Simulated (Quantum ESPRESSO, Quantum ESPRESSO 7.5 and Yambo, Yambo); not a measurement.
# A GW chain in Yambo: SiC (Moissanite)

Wanted: ground state, empty states, screening and self-energy for SiC (Moissanite).

Program: Quantum ESPRESSO 7.5 and Yambo 5.3.0. Level of theory: PBE and many-body steps on it, plane waves. Results are calculated unless marked as measured.

**The experiments to reproduce.**

- Gap 3.33 eV: band gap at cryogenic temperature; bulk crystal (literature value) (quoted in “Silicon carbide diodes for neutron detection”, 2020, arxiv:2009.14696).

## 1. Set-up

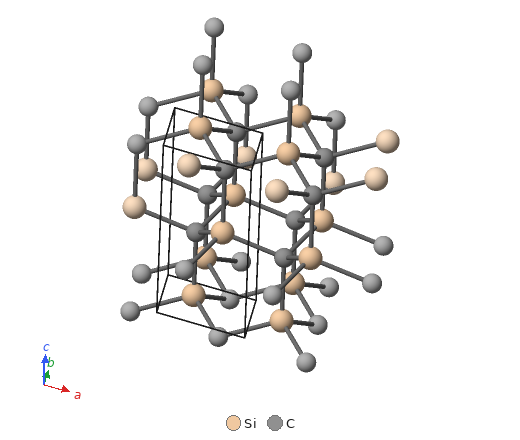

The starting structure, seen slightly off an axis (silicon light orange, carbon grey). 2×2×1 cells are drawn. Some periodic images of atoms are drawn too.

Geometry: measured (diffraction); atoms relaxed with PBE. The runs that relaxed it are not among those shown.

## 2. Ground state

This step: Quantum ESPRESSO 7.5; DFT, PBE, plane waves, norm-conserving pseudopotentials.

The ground-state density comes first.

File pw.in:

```
&control
  calculation = 'scf'
  prefix = 'x'
  outdir = 'o'
  pseudo_dir = 'pseudo'
/
&system
  ibrav = 0
  nat = 4
  ntyp = 2
  ecutwfc = 74.0
  nbnd = 14
  force_symmorphic = .true.
/
&electrons
  conv_thr = 1e-10
  electron_maxstep = 80
  mixing_beta = 0.5
/
ATOMIC_SPECIES
  Si 28.085 Si.upf
  C 12.011 C.upf
CELL_PARAMETERS angstrom
  3.0760000000 0.0000000000 0.0000000000
  -1.5380000000 2.6638941420 0.0000000000
  0.0000000000 0.0000000000 5.0480000000
ATOMIC_POSITIONS crystal
  Si 0.3333333333 0.6666666667 0.0045619064
  Si 0.6666666667 0.3333333333 0.5045619064
  C 0.3333333333 0.6666666667 0.3804380937
  C 0.6666666667 0.3333333333 0.8804380937
K_POINTS automatic
  6 6 4 0 0 0
```

On the command line:

```console
> OMP_NUM_THREADS=1 mpirun -n 4 pw.x -nk 4 -in pw.in > pw.out
```

Log:

```text
Program PWSCF v.7.5 starts

     This program is part of the open-source Quantum ESPRESSO suite
     for quantum simulation of materials; please cite
         "P. Giannozzi et al., J. Phys.:Condens. Matter 21 395502 (2009);
         "P. Giannozzi et al., J. Phys.:Condens. Matter 29 465901 (2017);
         "P. Giannozzi et al., J. Chem. Phys. 152 154105 (2020);
     in publications or presentations arising from this work. More details at
     Message from routine setup:
     using ibrav=0 with symmetry is DISCOURAGED, use correct ibrav instead

     G-vector sticks info

     bravais-lattice index     =            0
     lattice parameter (alat)  =       5.8128  a.u.
     unit-cell volume          =     279.1382 (a.u.)^3
     number of atoms/cell      =            4
     number of atomic types    =            2
     number of electrons       =        16.00
     number of Kohn-Sham states=           14
     kinetic-energy cutoff     =      74.0000  Ry
     charge density cutoff     =     296.0000  Ry
     scf convergence threshold =      1.0E-10
     mixing beta               =       0.5000
     number of iterations used =            8  plain     mixing
     Exchange-correlation= PBE
                           (   1   4   3   4   0   0   0)

     celldm(1)=   5.812798  celldm(2)=   0.000000  celldm(3)=   0.000000
     celldm(4)=   0.000000  celldm(5)=   0.000000  celldm(6)=   0.000000

     crystal axes: (cart. coord. in units of alat)
               a(1) = (   1.000000   0.000000   0.000000 )
               a(2) = (  -0.500000   0.866025   0.000000 )
               a(3) = (   0.000000   0.000000   1.641092 )

     reciprocal axes: (cart. coord. in units 2 pi/alat)
               b(1) = (  1.000000  0.577350 -0.000000 )
               b(2) = (  0.000000  1.154701  0.000000 )
               b(3) = (  0.000000 -0.000000  0.609350 )
     Pseudo is Norm-conserving + core correction, Zval =  4.0
     Generated using ONCVPSP code by D. R. Hamann
     Using radial grid of 1510 points,  6 beta functions with:
     Pseudo is Norm-conserving + core correction, Zval =  4.0
     Generated using ONCVPSP code by D. R. Hamann
     Using radial grid of 1248 points,  4 beta functions with:
     Si                4.00    28.08500     Si( 1.00)
     C                 4.00    12.01100     C ( 1.00)

      6 Sym. Ops. (no inversion) found

   Cartesian axes

     site n.     atom                  positions (alat units)
         1        Si     tau(   1) = (  -0.0000000   0.5773503   0.0074865  )
         2        Si     tau(   2) = (   0.5000000   0.2886751   0.8280327  )
         3        C      tau(   3) = (  -0.0000000   0.5773503   0.6243340  )
         4        C      tau(   4) = (   0.5000000   0.2886751   1.4448802  )

     number of k points=    24
                       cart. coord. in units 2pi/alat
        k(    1) = (   0.0000000   0.0000000   0.0000000), wk =   0.0138889
        k(    2) = (   0.0000000   0.0000000   0.1523376), wk =   0.0277778
        k(    3) = (   0.0000000   0.0000000  -0.3046751), wk =   0.0138889
        k(    4) = (   0.0000000   0.1924501   0.0000000), wk =   0.0833333
        k(    5) = (   0.0000000   0.1924501   0.1523376), wk =   0.0833333
        k(    6) = (   0.0000000   0.1924501  -0.3046751), wk =   0.0833333
        k(    7) = (   0.0000000   0.3849002   0.0000000), wk =   0.0833333
        k(    8) = (   0.0000000   0.3849002   0.1523376), wk =   0.0833333
        k(    9) = (   0.0000000   0.3849002  -0.3046751), wk =   0.0833333
        k(   10) = (   0.0000000  -0.5773503   0.0000000), wk =   0.0416667
     [... 12 further rows ...]
        k(   23) = (   0.0000000  -0.3849002   0.1523376), wk =   0.0833333
        k(   24) = (  -0.1666667  -0.4811252   0.1523376), wk =   0.1666667

     Dense  grid:    23969 G-vectors     FFT dimensions: (  32,  32,  54)

     Initial potential from superposition of free atoms

     starting charge      15.9987, renormalised to      16.0000
     Starting wfcs are   16 randomized atomic wfcs

     per-process dynamical memory:    22.9 Mb

     Self-consistent Calculation

     iteration #  1     ecut=    74.00 Ry     beta= 0.50

     total energy              =     -40.86360826 Ry
     estimated scf accuracy    <       0.87727125 Ry

     iteration #  2     ecut=    74.00 Ry     beta= 0.50

     total energy              =     -41.07401851 Ry
     estimated scf accuracy    <       0.04115043 Ry

     iteration #  3     ecut=    74.00 Ry     beta= 0.50

     total energy              =     -41.07707756 Ry
     estimated scf accuracy    <       0.00698828 Ry

     iteration #  4     ecut=    74.00 Ry     beta= 0.50

     total energy              =     -41.07749284 Ry
     estimated scf accuracy    <       0.00178059 Ry

     iteration #  5     ecut=    74.00 Ry     beta= 0.50

     total energy              =     -41.07794418 Ry
     estimated scf accuracy    <       0.00009862 Ry

     iteration #  6     ecut=    74.00 Ry     beta= 0.50

     total energy              =     -41.07796709 Ry
     estimated scf accuracy    <       0.00000089 Ry

     iteration #  7     ecut=    74.00 Ry     beta= 0.50

     total energy              =     -41.07796755 Ry
     estimated scf accuracy    <       0.00000014 Ry

     iteration #  8     ecut=    74.00 Ry     beta= 0.50

     total energy              =     -41.07796754 Ry
     estimated scf accuracy    <       0.00000004 Ry

     iteration #  9     ecut=    74.00 Ry     beta= 0.50

     total energy              =     -41.07796755 Ry
     estimated scf accuracy    <          1.4E-09 Ry

     iteration # 10     ecut=    74.00 Ry     beta= 0.50

     End of self-consistent calculation

          k = 0.0000 0.0000 0.0000 (  2997 PWs)   bands (ev):

    -5.9244  -2.3578   0.9458   8.3321   8.3321   9.5423   9.6509   9.6509
    14.4502  15.8529  16.3195  16.3195  17.3962  18.6057

          k = 0.0000 0.0000 0.1523 (  2966 PWs)   bands (ev):

    -5.6201  -3.3754   2.4566   8.0387   8.5003   8.5003   9.4290   9.4290
    14.7323  16.4414  16.4414  16.6705  16.9701  17.9799

          k = 0.0000 0.0000-0.3047 (  2978 PWs)   bands (ev):

    -4.7298  -4.7298   5.2082   5.2082   8.9378   8.9378   8.9378   8.9378
    15.5429  15.5429  17.0041  17.0041  17.0041  17.0041

          k = 0.0000 0.1925 0.0000 (  2982 PWs)   bands (ev):

     [... further k-points ...]

     highest occupied, lowest unoccupied level (ev):     9.6509   11.9339

!    total energy              =     -41.07796755 Ry
     estimated scf accuracy    <          7.5E-11 Ry

     The total energy is the sum of the following terms:
     one-electron contribution =      11.11641061 Ry
     hartree contribution      =       4.73779366 Ry
     xc contribution           =     -15.12370836 Ry
     ewald contribution        =     -41.80846347 Ry

     convergence has been achieved in  10 iterations

     XML data file, charge density, pseudopotentials, collected wavefunctions

=------------------------------------------------------------------------------=
   JOB DONE.
=------------------------------------------------------------------------------=
```

Wall time 4.3 s (4 MPI ranks of Arm Neoverse V1, shared host); peak memory 0.23 GiB; 17 s of CPU time.

This step gave:

| Property | Result |
| --- | --- |
| total energy | -558.8942 eV |
| gap | 2.283 eV |
| k of the valence top | 0, 0, 0 |
| k of the conduction bottom | 0.3333, 0.3333, 0 |
| least direct gap | 3.979 eV |

The gap is indirect, with the least direct gap 1.70 eV higher.

## 3. Bands along the symmetry lines

The cheap functional maps the bands first; the places of the edges decide which points the dearer methods must see.

File pw.in:

```
&control
  calculation = 'bands'
  prefix = 'x'
  outdir = 'o'
  pseudo_dir = 'pseudo'
/
&system
  ibrav = 0
  nat = 4
  ntyp = 2
  ecutwfc = 74.0
  nbnd = 14
  force_symmorphic = .true.
/
&electrons
  conv_thr = 1e-9
  electron_maxstep = 80
  diago_full_acc = .true.
  diago_thr_init = 5e-6
/
ATOMIC_SPECIES
  Si 28.085 Si.upf
  C 12.011 C.upf
CELL_PARAMETERS angstrom
  3.0760000000 0.0000000000 0.0000000000
  -1.5380000000 2.6638941420 0.0000000000
  0.0000000000 0.0000000000 5.0480000000
ATOMIC_POSITIONS crystal
  Si 0.3333333333 0.6666666667 0.0045619064
  Si 0.6666666667 0.3333333333 0.5045619064
  C 0.3333333333 0.6666666667 0.3804380937
  C 0.6666666667 0.3333333333 0.8804380937
K_POINTS crystal
  75
  0.00000000 0.00000000 0.00000000 1
  0.06250000 0.00000000 0.00000000 1
  0.12500000 0.00000000 0.00000000 1
  0.18750000 0.00000000 0.00000000 1
  0.25000000 0.00000000 0.00000000 1
  0.31250000 0.00000000 0.00000000 1
  0.37500000 0.00000000 0.00000000 1
  0.43750000 0.00000000 0.00000000 1
  0.50000000 0.00000000 0.00000000 1
  0.47916667 0.04166667 0.00000000 1
  0.45833333 0.08333333 0.00000000 1
  0.43750000 0.12500000 0.00000000 1
  0.41666666 0.16666666 0.00000000 1
  0.39583333 0.20833333 0.00000000 1
  0.37500000 0.25000000 0.00000000 1
  0.35416666 0.29166666 0.00000000 1
  0.33333333 0.33333333 0.00000000 1
  0.29166666 0.29166666 0.00000000 1
  0.25000000 0.25000000 0.00000000 1
  0.20833333 0.20833333 0.00000000 1
  0.16666666 0.16666666 0.00000000 1
  0.12500000 0.12500000 0.00000000 1
  0.08333333 0.08333333 0.00000000 1
  0.04166667 0.04166667 0.00000000 1
  0.00000000 0.00000000 0.00000000 1
  0.00000000 0.00000000 0.06250000 1
  0.00000000 0.00000000 0.12500000 1
  0.00000000 0.00000000 0.18750000 1
  0.00000000 0.00000000 0.25000000 1
  0.00000000 0.00000000 0.31250000 1
  0.00000000 0.00000000 0.37500000 1
  0.00000000 0.00000000 0.43750000 1
  0.00000000 0.00000000 0.50000000 1
  0.06250000 0.00000000 0.50000000 1
  0.12500000 0.00000000 0.50000000 1
  0.18750000 0.00000000 0.50000000 1
  0.25000000 0.00000000 0.50000000 1
  0.31250000 0.00000000 0.50000000 1
  0.37500000 0.00000000 0.50000000 1
  0.43750000 0.00000000 0.50000000 1
  0.50000000 0.00000000 0.50000000 1
  0.47916667 0.04166667 0.50000000 1
  0.45833333 0.08333333 0.50000000 1
  0.43750000 0.12500000 0.50000000 1
  0.41666666 0.16666666 0.50000000 1
  0.39583333 0.20833333 0.50000000 1
  0.37500000 0.25000000 0.50000000 1
  0.35416666 0.29166666 0.50000000 1
  0.33333333 0.33333333 0.50000000 1
  0.29166666 0.29166666 0.50000000 1
  0.25000000 0.25000000 0.50000000 1
  0.20833333 0.20833333 0.50000000 1
  0.16666666 0.16666666 0.50000000 1
  0.12500000 0.12500000 0.50000000 1
  0.08333333 0.08333333 0.50000000 1
  0.04166667 0.04166667 0.50000000 1
  0.00000000 0.00000000 0.50000000 1
  0.50000000 0.00000000 0.50000000 1
  0.50000000 0.00000000 0.43750000 1
  0.50000000 0.00000000 0.37500000 1
  0.50000000 0.00000000 0.31250000 1
  0.50000000 0.00000000 0.25000000 1
  0.50000000 0.00000000 0.18750000 1
  0.50000000 0.00000000 0.12500000 1
  0.50000000 0.00000000 0.06250000 1
  0.50000000 -0.00000000 0.00000000 1
  0.33333333 0.33333333 0.50000000 1
  0.33333333 0.33333333 0.43750000 1
  0.33333333 0.33333333 0.37500000 1
  0.33333333 0.33333333 0.31250000 1
  0.33333333 0.33333333 0.25000000 1
  0.33333333 0.33333333 0.18750000 1
  0.33333333 0.33333333 0.12500000 1
  0.33333333 0.33333333 0.06250000 1
  0.33333333 0.33333333 0.00000000 1
```

Log:

```text
[banner, memory and clock lines left out]
Program PWSCF v.7.5 starts

     Atomic positions and unit cell read from directory:
     o/x.save/

     Message from routine setup:
     using ibrav=0 with symmetry is DISCOURAGED, use correct ibrav instead

     G-vector sticks info

     bravais-lattice index     =            0
     lattice parameter (alat)  =       5.8128  a.u.
     unit-cell volume          =     279.1382 (a.u.)^3
     number of atoms/cell      =            4
     number of atomic types    =            2
     number of electrons       =        16.00
     number of Kohn-Sham states=           14
     kinetic-energy cutoff     =      74.0000  Ry
     charge density cutoff     =     296.0000  Ry
     Exchange-correlation= PBE
                           (   1   4   3   4   0   0   0)

     celldm(1)=   5.812798  celldm(2)=   0.000000  celldm(3)=   0.000000
     celldm(4)=   0.000000  celldm(5)=   0.000000  celldm(6)=   0.000000

     crystal axes: (cart. coord. in units of alat)
               a(1) = (   1.000000   0.000000   0.000000 )
               a(2) = (  -0.500000   0.866025   0.000000 )
               a(3) = (   0.000000   0.000000   1.641092 )

     reciprocal axes: (cart. coord. in units 2 pi/alat)
               b(1) = (  1.000000  0.577350 -0.000000 )
               b(2) = (  0.000000  1.154701  0.000000 )
               b(3) = (  0.000000 -0.000000  0.609350 )
     Pseudo is Norm-conserving + core correction, Zval =  4.0
     Generated using ONCVPSP code by D. R. Hamann
     Using radial grid of 1510 points,  6 beta functions with:
     Pseudo is Norm-conserving + core correction, Zval =  4.0
     Generated using ONCVPSP code by D. R. Hamann
     Using radial grid of 1248 points,  4 beta functions with:
     Si                4.00    28.08500     Si( 1.00)
     C                 4.00    12.01100     C ( 1.00)

      6 Sym. Ops. (no inversion) found

   Cartesian axes

     site n.     atom                  positions (alat units)
         1        Si     tau(   1) = (  -0.0000000   0.5773503   0.0074865  )
         2        Si     tau(   2) = (   0.5000000   0.2886751   0.8280327  )
         3        C      tau(   3) = (  -0.0000000   0.5773503   0.6243340  )
         4        C      tau(   4) = (   0.5000000   0.2886751   1.4448802  )

     number of k points=    75
                       cart. coord. in units 2pi/alat
        k(    1) = (   0.0000000   0.0000000   0.0000000), wk =   0.0266667
        k(    2) = (   0.0625000   0.0360844   0.0000000), wk =   0.0266667
        k(    3) = (   0.1250000   0.0721688   0.0000000), wk =   0.0266667
[...]
[... 63 further rows ...]
        k(   74) = (   0.3333333   0.5773503   0.0380844), wk =   0.0266667
        k(   75) = (   0.3333333   0.5773503   0.0000000), wk =   0.0266667

     Dense  grid:    23969 G-vectors     FFT dimensions: (  32,  32,  54)

     The potential is recalculated from file :
     o/x.save/charge-density

     Starting wfcs are   16 randomized atomic wfcs

     Band Structure Calculation

     End of band structure calculation

          k = 0.0000 0.0000 0.0000 (  2997 PWs)   bands (ev):

    -5.9244  -2.3578   0.9457   8.3320   8.3320   9.5423   9.6509   9.6509
    14.4502  15.8529  16.3195  16.3195  17.3962  18.6057

          k = 0.0625 0.0361 0.0000 (  2985 PWs)   bands (ev):

    -5.8566  -2.2997   1.0085   7.9285   8.2088   9.3781   9.5050   9.6147
    14.7243  15.8577  16.2898  16.4636  17.5277  18.4248

          k = 0.1250 0.0722 0.0000 (  2974 PWs)   bands (ev):

    -5.6541  -2.1283   1.1940   6.9517   7.8989   8.6859   9.3508   9.4925
    14.8602  16.0493  16.5275  16.8333  17.3498  18.4483

[...]
k = 0.3333 0.5774 0.0381 (  2997 PWs)   bands (ev):

    -1.4184  -1.4184   2.9267   3.2943   3.2943   5.7215   5.7215   5.7663
    12.0205  17.8105  18.1812  18.1812  19.4608  19.4608

          k = 0.3333 0.5774 0.0000 (  3012 PWs)   bands (ev):

    -1.4279  -1.4279   2.9087   3.3855   3.3855   5.6063   5.6063   5.8180
    11.9339  17.8253  18.5082  18.5082  19.3004  19.3004

     XML data file, pseudopotentials, collected wavefunctions
```

Wall time 4.5 s (4 MPI ranks); peak memory 0.21 GiB.

Numbers from this step:

| Property | Result |
| --- | --- |
| gap | 2.283 eV |
| k of the valence top | 0, 0, 0 |
| k of the conduction bottom | 0.3333, 0.3333, 0 |
| least direct gap | 3.979 eV |

The gap is 2.283 eV, as in the run before at this level.

Electronic bands along the path, in eV, zero at the top of the highest filled band; v1 is the highest filled band, c1 the lowest empty one:

| point | v4 | v3 | v2 | v1 | c1 | c2 | c3 | c4 |
| --- | --- | --- | --- | --- | --- | --- | --- | --- |
| Γ | -1.32 | -0.11 | 0.00 | 0.00 | 4.80 | 6.20 | 6.67 | 6.67 |
| M | -5.44 | -3.33 | -3.29 | -1.20 | 2.78 | 4.23 | 6.89 | 7.14 |
| K | -6.27 | -4.04 | -4.04 | -3.83 | 2.28 | 8.17 | 8.86 | 8.86 |
| Γ | -1.32 | -0.11 | 0.00 | 0.00 | 4.80 | 6.20 | 6.67 | 6.67 |
| A | -0.71 | -0.71 | -0.71 | -0.71 | 5.89 | 5.89 | 7.35 | 7.35 |
| L | -2.45 | -2.45 | -2.33 | -2.33 | 3.29 | 3.29 | 5.26 | 5.26 |
| H | -5.64 | -5.64 | -1.74 | -1.74 | 5.07 | 5.07 | 6.03 | 6.03 |
| A | -0.71 | -0.71 | -0.71 | -0.71 | 5.89 | 5.89 | 7.35 | 7.35 |
| jump to L | -2.45 | -2.45 | -2.33 | -2.33 | 3.29 | 3.29 | 5.26 | 5.26 |
| M | -5.44 | -3.33 | -3.29 | -1.20 | 2.78 | 4.23 | 6.89 | 7.14 |
| jump to H | -5.64 | -5.64 | -1.74 | -1.74 | 5.07 | 5.07 | 6.03 | 6.03 |
| K | -6.27 | -4.04 | -4.04 | -3.83 | 2.28 | 8.17 | 8.86 | 8.86 |

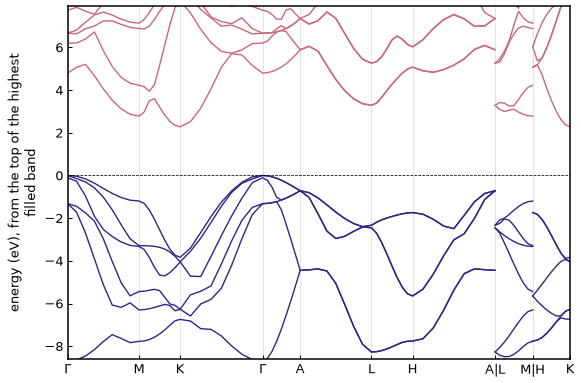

Electronic bands along the path; lines of filled and empty bands in two colours.

(Continued in part 2 of 3.)

[Paths, hosts, dates, memory and timing lines, banners, echoed tables and standing remarks are left out of the program output.]

[Logs are printed without paths, hosts, clocks, repeated set-up lines and the standing remarks that a program may print on its own settings, such as how far it seeks lower states.]

[Runs of the session that timed out or met a known fault of the program may be left out.]

[Hosts, paths, dates, database ids (printed as entryN), source tags and the programs' standing remarks are cut or masked in the printed files.]
